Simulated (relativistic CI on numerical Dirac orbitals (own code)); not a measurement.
**Fe²⁺: L2,3 absorption with charge transfer**

Aim: the L2,3 absorption spectrum of Fe²⁺ in a cubic metal-ligand cluster, for 5 values of Delta.

Program: relativistic CI on numerical Dirac orbitals (own code) version 3. Level of theory: charge-transfer multiplet model of a cubic metal-ligand cluster with up to 3 ligand holes, Slater and spin-orbit integrals from Dirac-Coulomb-Breit ions, Slater integrals scaled by 0.9. These are calculated values, not measurements, unless marked.

### 1 The system

* ion: Fe²⁺ (Fe III)
* nuclear charge: 26
* electrons: 24
* d electrons: 6
* ligand holes at most: 3
* parameters: in eV; Veg, Vt2g hoppings, tenDq and tenDqL metal and ligand splittings (negative tenDq: tetrahedral), red the scaling of hopping with a core hole
* temperature: 300 K
* widths: Lorentz 0.4 eV, Gauss 0.3 eV

### 2 Delta = 2.8 eV

Settings, as recorded:

```ini
cluster ion=Fe2+ d6 ligand_holes=3 slater_scale=0.9
Delta=2.8 Udd=5.4 Upd=6.9 tenDq=0.95 tenDqL=1 Veg=2 Vt2g=-0.99 red=1
spectrum xas L2,3 T=300 lorentz=0.4 gauss=0.3
```

Launch:

```console
$ python run_levels.py task.json out
```

The settings of every run stand in task.json; they run in order.

### 3 Delta = -0.2 eV

Settings, as recorded:

```ini
cluster ion=Fe2+ d6 ligand_holes=3 slater_scale=0.9
Delta=-0.2 Udd=5.4 Upd=6.9 tenDq=0.95 tenDqL=1 Veg=2 Vt2g=-0.99 red=1
spectrum xas L2,3 T=300 lorentz=0.4 gauss=0.3
```

### 4 Delta = 3.8 eV

Settings, as recorded:

```ini
cluster ion=Fe2+ d6 ligand_holes=3 slater_scale=0.9
Delta=3.8 Udd=5.4 Upd=6.9 tenDq=0.95 tenDqL=1 Veg=2 Vt2g=-0.99 red=1
spectrum xas L2,3 T=300 lorentz=0.4 gauss=0.3
```

### 5 Delta = 4.8 eV

Settings, as recorded:

```ini
cluster ion=Fe2+ d6 ligand_holes=3 slater_scale=0.9
Delta=4.8 Udd=5.4 Upd=6.9 tenDq=0.95 tenDqL=1 Veg=2 Vt2g=-0.99 red=1
spectrum xas L2,3 T=300 lorentz=0.4 gauss=0.3
```

### 6 Delta = 5.8 eV

Settings, as recorded:

```ini
cluster ion=Fe2+ d6 ligand_holes=3 slater_scale=0.9
Delta=5.8 Udd=5.4 Upd=6.9 tenDq=0.95 tenDqL=1 Veg=2 Vt2g=-0.99 red=1
spectrum xas L2,3 T=300 lorentz=0.4 gauss=0.3
```

(Steps that only read results are left out.)

What does the calculation give? Wanted: d count; ground spin.

As calculated:

| run | d count | weight without ligand hole | ground S | up to four highest peaks (% of the highest), eV from the first main peak |
| --- | --- | --- | --- | --- |
| Delta = 2.8 eV | 6.27 | 0.74 | 2.00 | -2.1 (25), -1.5 (29), 0.0 (100), 12.8 (29) |
| Delta = -0.2 eV | 6.91 | 0.27 | 0.06 | 0.0 (100), 1.8 (26), 12.2 (52), 13.4 (18) |
| Delta = 3.8 eV | 6.21 | 0.80 | 2.00 | -2.1 (23), -1.5 (29), 0.0 (100), 12.8 (31) |
| Delta = 4.8 eV | 6.17 | 0.84 | 2.00 | -1.4 (29), 0.0 (100), 1.2 (53), 12.8 (33) |
| Delta = 5.8 eV | 6.14 | 0.87 | 2.00 | 0.0 (100), 0.9 (55), 1.2 (55), 12.8 (33) |

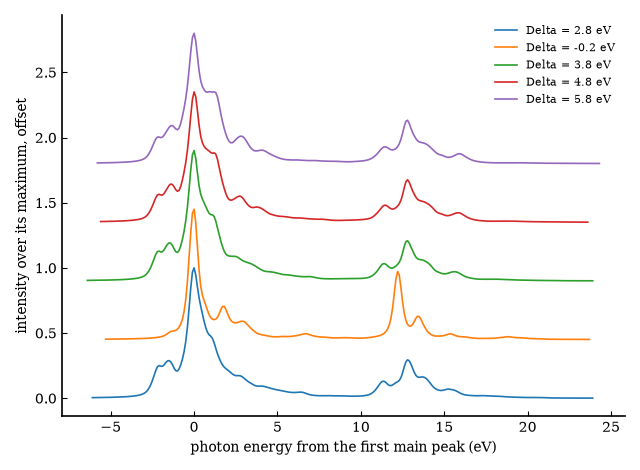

The spectra, each scaled to its maximum and offset.

| quantity | value |
| --- | --- |
| d count | 6.14 to 6.91 |
| ground spin (effective S from ⟨S²⟩) | 0.06 to 2.00 |

From Delta = -0.2 eV to Delta = 5.8 eV the ground-state d count goes from 6.91 to 6.14. In the first run d6 holds 74 % of the ground state. The ground spin changes between the runs (2.00 to 0.06), and the line shape with it. The cluster parameters are drawn, not fitted to a compound.
